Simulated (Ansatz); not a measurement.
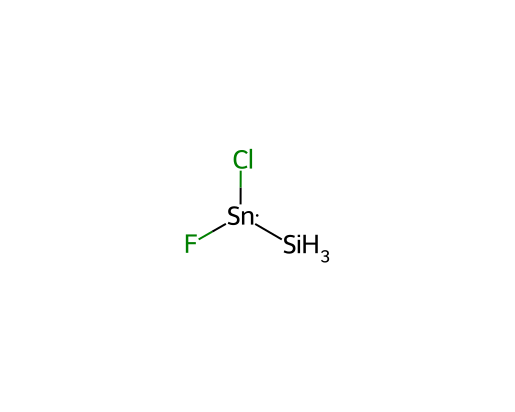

Skeletal drawing of a molecule. Charge 0, doublet.

> Give its SMILES.

[F][Sn]([SiH3])[Cl]

> What is the molecular formula?

ClFH3SiSn.

> An optimisation with PBE0-D4/def2-TZVP gave a structure of which point group?

C1.

The parts below concern this one geometry. Atoms keep their numbers from picture to picture. The geometry was computed by an optimisation with PBE0-D4/def2-TZVP.

Shape

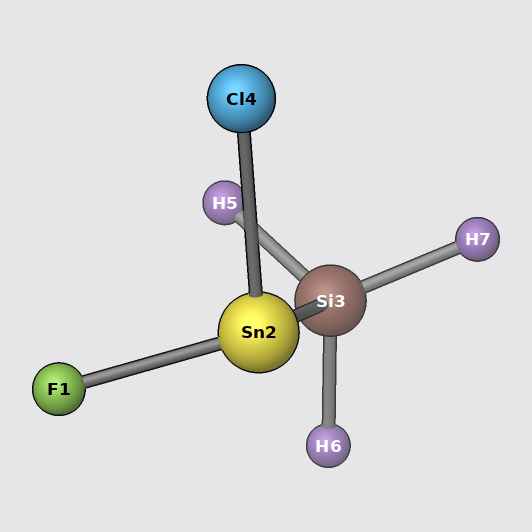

Si3 lies behind Sn2. The molecule seen a little off the Sn2–Si3 bond, Sn2 in front. Distant atoms are faded towards the background colour.

> What is the torsion angle Cl4–Sn2–Si3–H5? The sign is positive where the front bond must turn clockwise to cover the back bond.

−54°, synclinal (gauche).

Charges

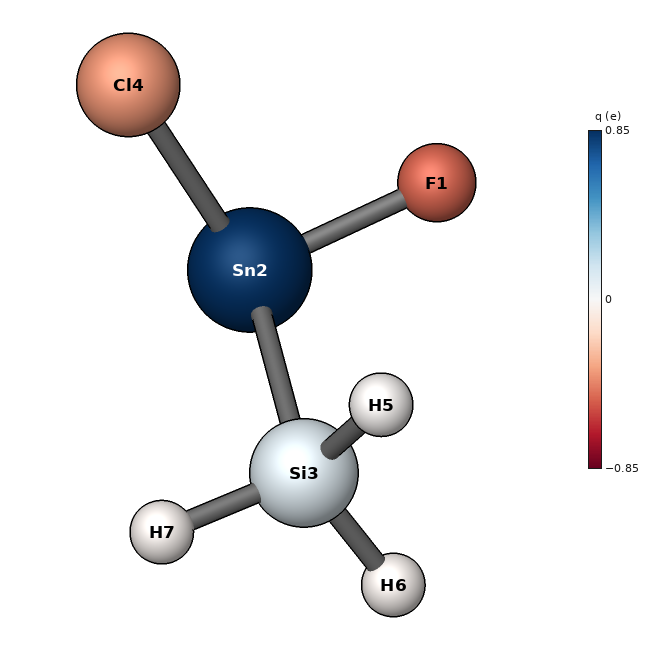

Atoms are coloured by their Mulliken charges. Level of theory: UKS B3LYP-D4/def2-TZVPP, core potentials on Sn (Ansatz 0.2.0).

List the Mulliken charges.

| atom | value (e) |
| --- | --- |
| F1 | −0.49 |
| Sn2 | 0.84 |
| Si3 | 0.10 |
| Cl4 | −0.38 |
| H5 | −0.02 |
| H6 | −0.03 |
| H7 | −0.03 |

Vibrations

Harmonic vibrations computed with UKS PBE0-D4/def2-TZVP, core potentials on Sn (Ansatz 0.2.0) at a stationary point of the same level.

> List the wavenumbers.

15 modes: 60, 67, 96, 142, 245, 356, 417, 441, 592, 804, 923, 928, 2229, 2260, 2260 cm⁻¹.

Levels of theory compared

Program: Ansatz 0.2.0.

Compare HOMO energy (eV), dipole (D) at these levels: B3LYP-D4/def2-TZVPP; PBE-D4/def2-TZVPP; r2SCAN-D4/def2-TZVPP; ωB97M-V/def2-TZVPP.

| level | HOMO energy (eV) | dipole (D) |
| --- | --- | --- |
| B3LYP-D4/def2-TZVPP | −6.54 | 3.94 |
| PBE-D4/def2-TZVPP | −5.71 | 3.64 |
| r2SCAN-D4/def2-TZVPP | −6.08 | 3.83 |
| ωB97M-V/def2-TZVPP | −8.66 | 3.98 |

Mulliken values depend strongly on the basis set and can even reverse the polarity of a bond.
